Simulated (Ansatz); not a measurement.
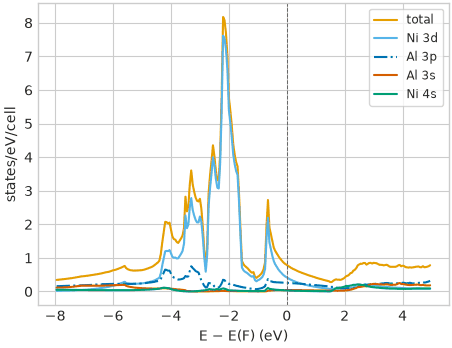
Total and projected density of states of AlNi (CsCl type, Pm-3m), DFT-LDA in the program Ansatz with PAW potentials

Problem. Which orbitals carry the states next to the Fermi level?

Solution. Within 0.5 eV of the Fermi level: Ni 3d 57 %, Al 3p 30 %. Projections are on Löwdin-orthogonalised atomic valence shells; empty p or d shells of many metals are not among them.

Problem. Where is the tallest occupied peak in this window, and what makes it?

Solution. Near -2.2 eV, about 8.2 states/eV per cell; the largest projected share is Ni 3d.

The cell was relaxed with LDA under the symmetry of its start; of distortions, only those at the zone centre were tested. The run is not spin-polarised.

Potentials: the later of the program's two PAW sets.
